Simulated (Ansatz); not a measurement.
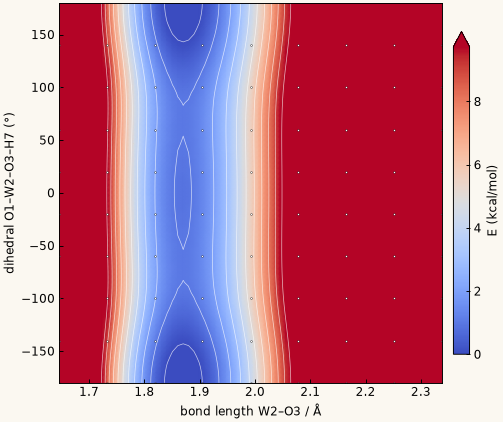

F3HO2W, SMILES [O]=[W]([OH])([F])([F])[F]. The first coordinate is: bond length W2–O3; the second: dihedral O1–W2–O3–H7. Nothing is relaxed (all other coordinates rigid). The scan uses a 9 × 9 grid; 45 points were computed and 36 follow by symmetry. All energies are given in kcal/mol relative to the lowest grid point. Computed with RKS B3LYP-D4/def2-SVP (Ansatz).

The picture shows a smooth colour map with a few white contour lines, dots at the grid points, one colour for all values above the top of the scale. Between grid points the surface is interpolated.

### Estimate the position of the minimum and the force constants in these coordinates.

The interpolated minimum is at bond length W2–O3 ≈ 1.870 Å, dihedral O1–W2–O3–H7 ≈ −180°. The curvatures there are about 33 eV/Å² and 0.12 eV/rad², with a cross term of about 0 eV/(Å·rad). Round the minimum the two coordinates are nearly uncoupled. (1 eV is 23.1 kcal/mol.)
